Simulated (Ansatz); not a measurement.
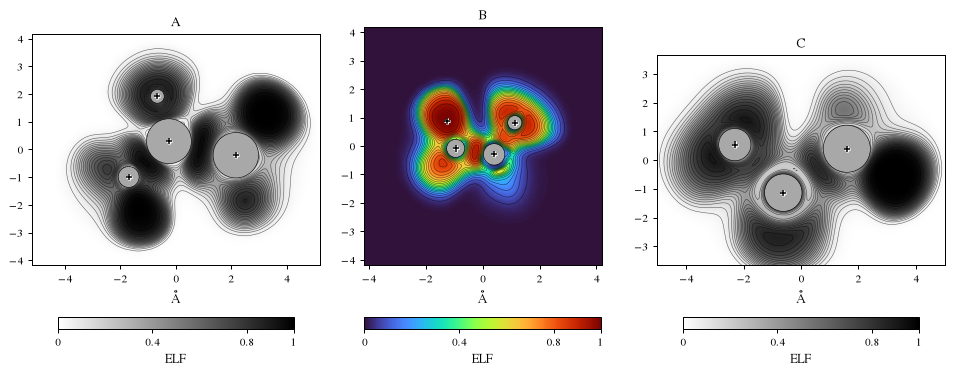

The electron localisation function of 3 systems, each on a plane through atoms (crosses mark nuclei in the plane; grey discs cover the cores).

Level of theory: Ansatz 0.2.0, isolated molecule in a Gaussian basis; Kohn-Sham density functional theory, functional PBE0.

System 1: GeH4SSb (charge −1), the plane of atoms Ge1, Sb3 and S2. Geometry: B3LYP-D3(BJ)/def2-SVPD; core potentials replace the inner electrons of Sb.

```yaml
atoms:
  - { symbol: Ge, position_ang: [0.0737, 0.1451, 1.2389] }
  - { symbol: S, position_ang: [0.4027, -2.3460, -1.7490] }
  - { symbol: Sb, position_ang: [-1.1628, -0.7266, -0.9860] }
  - { symbol: H, position_ang: [-0.0015, -0.9054, 2.3873] }
  - { symbol: H, position_ang: [-0.5900, 0.7487, -1.7584] }
  - { symbol: H, position_ang: [-0.5319, 1.4451, 1.8742] }
  - { symbol: H, position_ang: [1.5883, 0.4478, 1.0623] }
```

System 2: CH5F2N2 (SMILES NC([NH3+])(F)F) (charge +1), the plane of atoms F3, C1 and N4. Geometry: B3LYP-D3(BJ)/def2-SVP.

```xyz
10

C     0.4467    1.0523   -1.4147
F     1.4256    1.9482   -1.4983
F     0.6556    0.1999   -0.4159
N     0.1251    0.4578   -2.6039
N    -0.7576    1.9258   -0.8606
H     0.0109   -0.5532   -2.5819
H     0.6115    0.8096   -3.4257
H    -1.5873    1.3313   -0.7186
H    -1.0035    2.6587   -1.5420
H    -0.5118    2.3740    0.0362
```

System 3: CH6AlFGe (SMILES [CH3][Al]([F])[GeH3]), the plane of atoms C1, Al2 and Ge4. Geometry: PBE0-D3(BJ)/def2-SVP.

```xyz
10

C     0.0245   -0.7379    2.1297
Al   -1.7492   -0.5480    1.3584
F    -2.9368   -1.5907    1.9107
Ge   -2.4388    1.0830   -0.3593
H     0.0379   -0.3180    3.1507
H     0.8011   -0.2161    1.5489
H     0.3089   -1.7991    2.2189
H    -2.0382    0.6000   -1.7714
H    -3.9580    1.3391   -0.3822
H    -1.7401    2.4453   -0.1564
```

> Which map belongs to which system?

Panel A is system 3, CH6AlFGe: the plane holds C, Al, F and Ge. Al–F (1.67 Å): the ELF peaks at about 0.85 in the valence shell of F, 0.6 Å from its nucleus, and is about 0.35 at the midpoint. Panel B is system 2, CH5F2N2: the plane holds C, F, N and H. C–F (1.33 Å): the ELF peaks at about 0.85 between the atoms; a polar covalent bond. Panel C is system 1, GeH4SSb: the plane holds Ge, S and Sb. Sb–S (2.38 Å): the ELF peaks at about 0.75 in the valence shell of S, 1.0 Å from its nucleus, and drops to about 0.20 between the two atoms.
